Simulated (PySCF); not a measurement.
```json
{"atom": "C", "x (Å)": "-0.3773", "y (Å)": "-0.9413", "z (Å)": "-2.0417"}
{"atom": "Cl", "x (Å)": "0.2619", "y (Å)": "-0.8853", "z (Å)": "-3.6241"}
{"atom": "O", "x (Å)": "0.0555", "y (Å)": "-0.2153", "z (Å)": "-1.0495"}
{"atom": "Al", "x (Å)": "-0.0430", "y (Å)": "0.1367", "z (Å)": "0.6210"}
{"atom": "O", "x (Å)": "-1.1752", "y (Å)": "-0.6868", "z (Å)": "1.5571"}
{"atom": "O", "x (Å)": "0.9982", "y (Å)": "1.3019", "z (Å)": "1.2535"}
{"atom": "H", "x (Å)": "-1.3169", "y (Å)": "-0.5494", "z (Å)": "2.4945"}
{"atom": "H", "x (Å)": "1.6428", "y (Å)": "1.8109", "z (Å)": "0.7608"}
```

Geometry: PBE0-D3(BJ)/def2-SVP.

Theory: UKS B3LYP, IGLO-III on Al C Cl O, pcH-1 on H, non-relativistic, mean-field spin-orbit, GIAO (PySCF 2.14.0, density-fitted response routines).

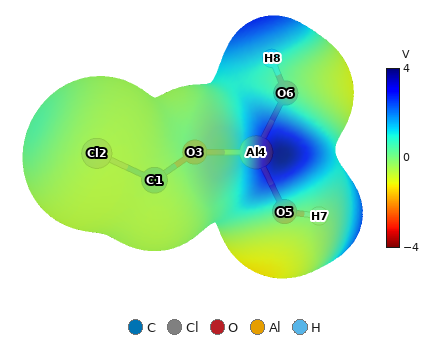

CH2AlClO3 (SMILES [OH][Al]([OH])[O][C]Cl) (triplet). The electrostatic potential painted on the density surface at 0.002 e/bohr³, seen at a tilt; the colour scale runs from red (negative) to blue (positive).

Question: Describe the electrostatic potential map.

Answer: The most negative region (about −1.2 V) lies over O5, the most positive (about +3.8 V) over Al4. Cl2 shows a σ-hole: about +0.5 V at the tip opposite its bond, against about −0.5 V on its flanks. O5 is the likeliest acceptor of a hydrogen bond.
